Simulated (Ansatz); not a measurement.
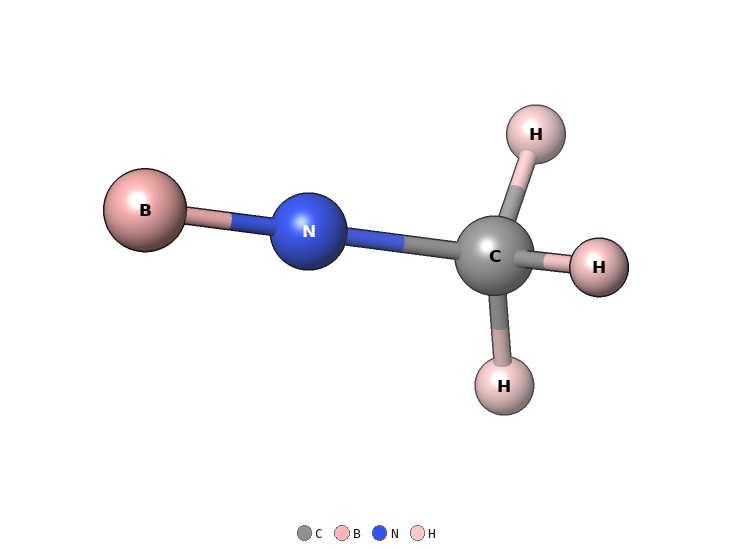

Depth is shown by fading: the farther an atom, the more it takes the colour of the background. State: neutral, doublet. The geometry was computed by an optimisation with PBE0-D4/def2-TZVP. No frequency run is at hand to confirm it as a minimum.

Question: Which symmetry elements does this geometry have?

Answer: It has 1 C3 axis and 3 mirror planes, so the point group is C3v. The group has 6 operations. The geometry is achiral, and symmetry allows a dipole moment.
